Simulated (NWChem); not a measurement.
# the pair BH3···SiH3F: a chain of runs

Aim: a single-point energy (singlet BSiH6F, wB97X-D3/STO-3G), then the energy (singlet BH3, wB97X-D3/STO-3G), then a single-point energy (singlet SiH3F, wB97X-D3/STO-3G), then a single-point energy (singlet BH3, wB97X-D3/STO-3G), then the energy (singlet SiH3F, wB97X-D3/STO-3G) of BFH6Si and its partners. 

The calculation is run with NWChem 7.3.0.

## Step 1: The system as given

BSiH6F: 9 atoms, total charge 0, spin state singlet. The two molecules were placed rigidly side by side, at 0.8 times their contact distance; the pair isn't optimised.

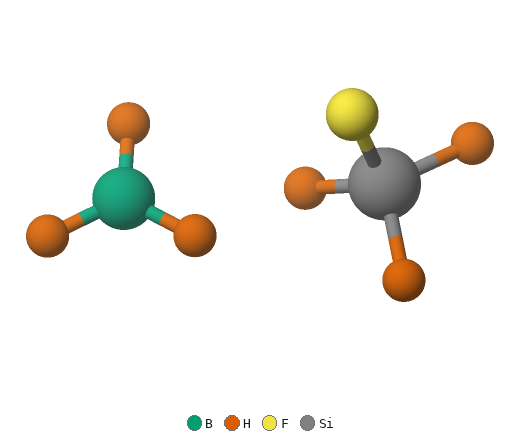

Viewed from a chosen angle; boron teal, hydrogen orange, fluorine yellow, silicon grey.

## Step 2: A single-point energy at wB97X-D3/STO-3G (run 1)

bfh6si.nw reads:

```
start bfh6si
memory 2200 mb

geometry noautosym nocenter noautoz
 B        0.000030      -0.000030      -0.000050
 H        0.968320       0.396780       0.573850
 H       -0.290070      -1.156720       0.048050
 H       -0.678280       0.759980      -0.621850
 F        0.087080      -2.688010       2.600150
 Si       0.814820      -3.311500       1.318960
 H       -0.171330      -4.130050       0.575270
 H        1.942370      -4.151460       1.786300
 H        1.309160      -2.197880       0.475890
end

basis spherical bse
 B library STO-3G
 H library STO-3G
 F library STO-3G
 Si library STO-3G
end

dft
 xc wb97x-d3
 mult 1
 grid fine
 convergence energy 1e-08
 iterations 100
 mulliken
 noprint "final vectors analysis"
end

task dft
```

Command:

```sh
$ nwchem bfh6si.nw > bfh6si.out
```

Log:

```text
[...]
          Wavefunction type:  closed shell.
          No. of atoms     :     9
          No. of electrons :    34
[...]
          Charge           :     0
          Spin multiplicity:     1
[...]
          AO basis - number of functions:    25
[...]
              XC Information
              --------------
                    wb97x-d3  Method XC Functional
                     Hartree-Fock (Exact) Exchange  1.000
                      wb97x-d3 Exchange Functional  1.000
                   wb97x-d3 Correlation Functional  1.000
[...]
 d= 0,ls=0.0,diis     1   -412.4860214983 -5.13D+02  4.56D-02  3.77D-01     1.0
[...]
 d= 0,ls=0.0,diis     8   -412.5795600595 -1.02D-10  1.84D-07  8.28D-12     6.1
         Total DFT energy =     -412.579560059484
      One electron energy =     -773.458470542454
           Coulomb energy =      298.258440080755
    Exchange-Corr. energy =      -37.922615380828
 Nuclear repulsion energy =      100.544530844044
    Dispersion correction =       -0.001445061000
[...]
      Total Density - Mulliken Population Analysis
     ---------------------------------------------
    Atom       Charge   Shell Charges
 -----------   ------   -------------------------------------------------------
    1 B    5     4.87   1.99  1.06  1.82
    2 H    1     1.04   1.04
    3 H    1     1.05   1.05
    4 H    1     1.04   1.04
    5 F    9     9.26   2.00  1.96  5.30
    6 Si  14    13.34   2.00  1.98  5.88  1.21  2.26
    7 H    1     1.14   1.14
    8 H    1     1.14   1.14
    9 H    1     1.13   1.13
[...]
```

Run time: 7.2 s. Hardware: 1 thread of Intel Xeon Platinum 8488C (Sapphire Rapids), shared host; peak memory 0.12 GiB.

## Step 3: BH3: the energy at wB97X-D3/STO-3G (run 2)

bh3.nw reads:

```
start bh3
memory stack 880 mb heap 220 mb global 1100 mb

geometry units angstrom noautosym nocenter noautoz
  B        0.000030      -0.000030      -0.000050
  H        0.968320       0.396780       0.573850
  H       -0.290070      -1.156720       0.048050
  H       -0.678280       0.759980      -0.621850
end

basis spherical bse
  * library STO-3G
end

dft
  xc wb97x-d3
  mult 1
  grid fine
  convergence energy 1e-08
  maxiter 100
  mulliken
  print low
end

task dft energy
```

Command:

```sh
$ nwchem bh3.nw > bh3.out
```

Log:

```text
[...]
 d= 0,ls=0.0,diis     1    -26.2610687301 -3.37D+01  4.89D-02  8.57D-02     0.3
[...]
 d= 0,ls=0.0,diis     6    -26.2819576611 -1.66D-12  1.70D-09  7.67D-17     1.2
         Total DFT energy =      -26.281957661067
      One electron energy =      -49.013269684529
           Coulomb energy =       20.514030688986
    Exchange-Corr. energy =       -5.201521824966
 Nuclear repulsion energy =        7.418843803241
    Dispersion correction =       -0.000040643799
[...]
      Total Density - Mulliken Population Analysis
     ---------------------------------------------
    Atom       Charge   Shell Charges
 -----------   ------   -------------------------------------------------------
    1 B    5     4.87   1.99  1.06  1.82
    2 H    1     1.04   1.04
    3 H    1     1.04   1.04
    4 H    1     1.04   1.04
[...]
```

Wall time 2.1 s (1 thread of Intel Xeon Platinum 8488C (Sapphire Rapids), shared host); peak memory 0.11 GiB.

## Step 4: SiH3F: the energy at wB97X-D3/STO-3G (run 3)

fh3si.nw reads:

```
start fh3si
title "FH3Si"
memory 2200 mb
charge 0

geometry units angstroms noautosym nocenter noautoz
   F     0.087080   -2.688010    2.600150
   Si    0.814820   -3.311500    1.318960
   H    -0.171330   -4.130050    0.575270
   H     1.942370   -4.151460    1.786300
   H     1.309160   -2.197880    0.475890
end

basis "ao basis" spherical bse
   * library STO-3G
end

dft
   xc wb97x-d3
   grid fine
   convergence energy 1e-08
   maxiter 100
   mulliken
   noprint "final vectors analysis"
end

task dft energy
```

Command:

```sh
$ nwchem fh3si.nw > fh3si.out
```

Log:

```text
[...]
          Wavefunction type:  closed shell.
          No. of atoms     :     5
          No. of electrons :    26
[...]
          Charge           :     0
          Spin multiplicity:     1
[...]
          AO basis - number of functions:    17
[...]
              XC Information
              --------------
                    wb97x-d3  Method XC Functional
                     Hartree-Fock (Exact) Exchange  1.000
                      wb97x-d3 Exchange Functional  1.000
                   wb97x-d3 Correlation Functional  1.000
[...]
 d= 0,ls=0.0,diis     1   -386.2308338247 -4.49D+02  6.34D-02  2.97D-01     0.5
[...]
 d= 0,ls=0.0,diis     7   -386.3048404592 -6.83D-09  1.45D-06  1.25D-10     2.8
         Total DFT energy =     -386.304840459218
      One electron energy =     -664.239169854991
           Coulomb energy =      247.601998649878
    Exchange-Corr. energy =      -32.710093432401
 Nuclear repulsion energy =       63.042979810443
    Dispersion correction =       -0.000555632147
[...]
      Total Density - Mulliken Population Analysis
     ---------------------------------------------
    Atom       Charge   Shell Charges
 -----------   ------   -------------------------------------------------------
    1 F    9     9.26   2.00  1.96  5.30
    2 Si  14    13.34   2.00  1.98  5.88  1.21  2.26
    3 H    1     1.13   1.13
    4 H    1     1.13   1.13
    5 H    1     1.13   1.13
[...]
```

It took 3.9 s on 1 thread of Intel Xeon Platinum 8488C (Sapphire Rapids), shared host; peak memory 0.11 GiB.

## Step 5: BH3 among ghost functions: a single-point energy at wB97X-D3/STO-3G (with ghost functions) (run 4)

geom.nw reads:

```
START geom
memory total 2200 mb

GEOMETRY units bohr noautosym nocenter noautoz
  B      0.00005669    -0.00005669    -0.00009449
  H      1.82985960     0.74980553     1.08441934
  H     -0.54815286    -2.18588400     0.09080134
  H     -1.28176344     1.43615406    -1.17512619
  bqF      0.164557    -5.079603     4.913571
  bqSi     1.539787    -6.257828     2.492473
  bqH     -0.323767    -7.804663     1.087103
  bqH      3.670547    -7.845122     3.375618
  bqH      2.473954    -4.153391     0.899302
END

BASIS spherical bse
  B library STO-3G
  H library STO-3G
  bqF library F STO-3G
  bqSi library Si STO-3G
  bqH library H STO-3G
END

DFT
  xc wb97x-d3
  mult 1
  grid fine
  convergence energy 1e-08
  iterations 100
  mulliken
  print low
END

TASK dft energy
```

Command:

```sh
$ nwchem geom.nw > geom.out
```

Log:

```text
[...]
 d= 0,ls=0.0,diis     1    -26.2614010451 -3.37D+01  1.57D-02  8.64D-02     0.8
[...]
 d= 0,ls=0.0,diis     6    -26.2825056751 -8.74D-11  8.22D-08  1.56D-12     4.0
         Total DFT energy =      -26.282505675125
      One electron energy =      -49.003973821094
           Coulomb energy =       20.501455654513
    Exchange-Corr. energy =       -5.198790133726
 Nuclear repulsion energy =        7.418843269004
    Dispersion correction =       -0.000040643822
[...]
      Total Density - Mulliken Population Analysis
     ---------------------------------------------
    Atom       Charge   Shell Charges
 -----------   ------   -------------------------------------------------------
    1 B    5     4.87   1.99  1.06  1.82
    2 H    1     1.04   1.04
    3 H    1     1.04   1.04
    4 H    1     1.04   1.04
    5 X    0     0.00   0.00  0.00  0.00
    6 X    0     0.00   0.00  0.00 -0.00  0.00  0.00
    7 X    0     0.00   0.00
    8 X    0     0.00   0.00
    9 X    0     0.00   0.00
[...]
```

Run time: 5.1 s. Hardware: 1 thread of Intel Xeon Platinum 8488C (Sapphire Rapids), shared host; peak memory 0.12 GiB.

## Step 6: SiH3F among ghost functions: the energy at wB97X-D3/STO-3G (with ghost functions) (run 5)

input.nw reads:

```
start input
memory stack 880 mb heap 220 mb global 1100 mb

geometry units au noautosym nocenter noautoz
 F   0.16455735 -5.07960272  4.91357138
 Si  1.53978664 -6.25782806  2.49247317
 H  -0.32376678 -7.80466338  1.08710275
 H   3.67054733 -7.84512242  3.37561778
 H   2.47395385 -4.15339125  0.89930177
 bqB      0.000057    -0.000057    -0.000094
 bqH      1.829860     0.749806     1.084419
 bqH     -0.548153    -2.185884     0.090801
 bqH     -1.281763     1.436154    -1.175126
end

basis spherical bse
 F library STO-3G
 Si library STO-3G
 H library STO-3G
 bqB library B STO-3G
 bqH library H STO-3G
end

dft
 xc wb97x-d3
 grid fine
 convergence energy 1e-08
 maxiter 100
 mulliken
 noprint "final vectors analysis"
end

task dft energy
```

Command:

```sh
$ nwchem input.nw > input.out
```

Log:

```text
[...]
          Wavefunction type:  closed shell.
          No. of atoms     :     9
          No. of electrons :    26
[...]
          Charge           :     0
          Spin multiplicity:     1
[...]
          AO basis - number of functions:    25
[...]
              XC Information
              --------------
                    wb97x-d3  Method XC Functional
                     Hartree-Fock (Exact) Exchange  1.000
                      wb97x-d3 Exchange Functional  1.000
                   wb97x-d3 Correlation Functional  1.000
[...]
 d= 0,ls=0.0,diis     1   -386.2314596151 -4.49D+02  4.32D-02  2.99D-01     0.9
[...]
 d= 0,ls=0.0,diis     7   -386.3058071864 -7.02D-09  9.97D-07  1.28D-10     5.1
         Total DFT energy =     -386.305807186370
      One electron energy =     -664.206859735158
           Coulomb energy =      247.564772639256
    Exchange-Corr. energy =      -32.706139777793
 Nuclear repulsion energy =       63.042975319583
    Dispersion correction =       -0.000555632258
[...]
      Total Density - Mulliken Population Analysis
     ---------------------------------------------
    Atom       Charge   Shell Charges
 -----------   ------   -------------------------------------------------------
    1 F    9     9.26   2.00  1.96  5.30
    2 Si  14    13.34   2.00  1.98  5.88  1.21  2.26
    3 H    1     1.13   1.13
    4 H    1     1.13   1.13
    5 H    1     1.13   1.13
    6 X    0     0.00   0.00  0.00  0.00
    7 X    0     0.00   0.00
    8 X    0     0.00   0.00
    9 X    0     0.00   0.00
[...]
```

Run time: 6 s. Hardware: 1 thread of Intel Xeon Platinum 8488C (Sapphire Rapids), shared host; peak memory 0.12 GiB.

## Step 7: What came out

| quantity | value |
| --- | --- |
| run 1, wB97X-D3/STO-3G: total energy | -412.57956 Eh |
| run 1, wB97X-D3/STO-3G: dipole moment | 0.70 D |
| run 1, wB97X-D3/STO-3G: dispersion energy | -3.79 kJ/mol |
| BH3: total energy | -26.28196 Eh |
| BH3: dispersion energy | -0.11 kJ/mol |
| SiH3F: total energy | -386.30484 Eh |
| SiH3F: dipole moment | 0.69 D |
| SiH3F: dispersion energy | -1.46 kJ/mol |
| BH3 among ghost functions: total energy | -26.28251 Eh |
| BH3 among ghost functions: dispersion energy | -0.11 kJ/mol |
| SiH3F among ghost functions: total energy | -386.30581 Eh |
| SiH3F among ghost functions: dipole moment | 0.71 D |
| SiH3F among ghost functions: dispersion energy | -1.46 kJ/mol |
| interaction energy of the rigid parts BH3 and SiH3F (parts in their own basis; closest atoms 1.96 Å apart) | 0.197 eV |
| interaction energy of the rigid parts BH3 and SiH3F (parts in the whole basis, counterpoise; closest atoms 1.96 Å apart) | 0.238 eV |

What this shows: The interaction energy of the rigid parts BH3 and SiH3F (parts in their own basis; closest atoms 1.96 Å apart) is 0.20 eV (19.0 kJ/mol): the parts repel at this shape. Without counterpoise this holds the superposition error of the basis. The interaction energy of the rigid parts BH3 and SiH3F (parts in the whole basis, counterpoise; closest atoms 1.96 Å apart) is 0.24 eV (5.5 kcal/mol): the parts repel at this shape. The basis-set superposition error is 4.0 kJ/mol. Mulliken charges (SiH3F) run from -0.26 on F1 to +0.66 on Si2; they depend strongly on the basis.
